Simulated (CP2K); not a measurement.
2-nitrosofuran has these distinct C atoms: C3 (bonded to C, N and O), C4 (bonded to 2 C and H), C5 (bonded to 2 C and H) and C6 (bonded to C, O and H).

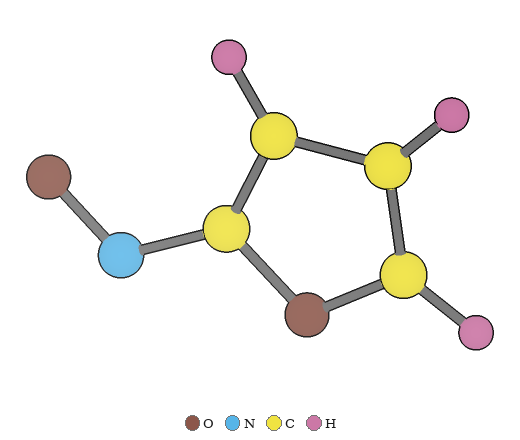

The molecule (oxygen brown, nitrogen blue, carbon yellow, hydrogen pink).

```xyz
10

O     2.9857   -0.0510    0.0949
N     2.1053   -0.8309   -0.3339
C     0.8108   -0.3635   -0.1531
C     0.2237    0.7679    0.3967
C    -1.1711    0.6006    0.2578
C    -1.3554   -0.6175   -0.3666
O    -0.1704   -1.2204   -0.6249
H     0.7679    1.5954    0.8374
H    -1.9561    1.2809    0.5700
H    -2.2403   -1.1615   -0.6782
```

Their partial C K spectra (CP2K XAS_TDP, all-electron GAPW, PBEh(45%), aug-cc-pVDZ, TDA, GW2X-corrected core level, no relativity) are given in random order, each times the number of alike atoms.

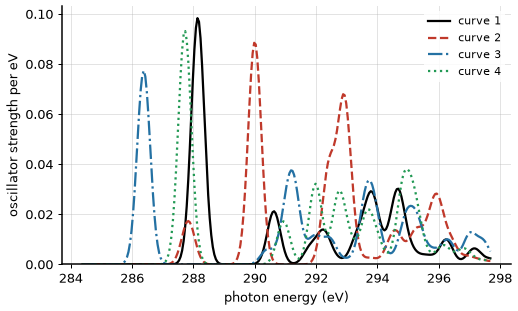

Gaussian full width 0.5 eV, oscillator strength per eV, alike atoms added, rows of zeros left out.

Q: Which curve belongs to which atom?

Curve 1: C5 (bonded to 2 C and H), leading line at 288.14 eV (f = 0.052 an atom), ionisation energy 292.90 eV, term value 4.76 eV. Curve 2: C3 (bonded to C, N and O), leading line at 290.00 eV (f = 0.047 an atom), ionisation energy 294.08 eV, term value 4.08 eV. Curve 3: C4 (bonded to 2 C and H), leading line at 286.38 eV (f = 0.041 an atom), ionisation energy 293.02 eV, term value 6.64 eV. Curve 4: C6 (bonded to C, O and H), leading line at 287.72 eV (f = 0.050 an atom), ionisation energy 294.32 eV, term value 6.60 eV. The leading line of an atom is its first one with 35 % of the strongest within 2.5 eV of its lowest line over the strength cut. A line lies at the core ionisation energy, which rises as an atom loses charge to its neighbours or to a π system, less the term value, which is large for a low π* or σ* orbital with weight on that atom.

[Banner, clock and machine lines of the logs are left out without a mark of their own.]

[Logs are printed without paths, hosts, clocks, repeated set-up lines and the standing remarks that a program may print on its own settings, such as how far it seeks lower states.]

[Hosts, paths, dates, database ids (printed as entryN), source tags and the programs' standing remarks are cut or masked in the printed files.]
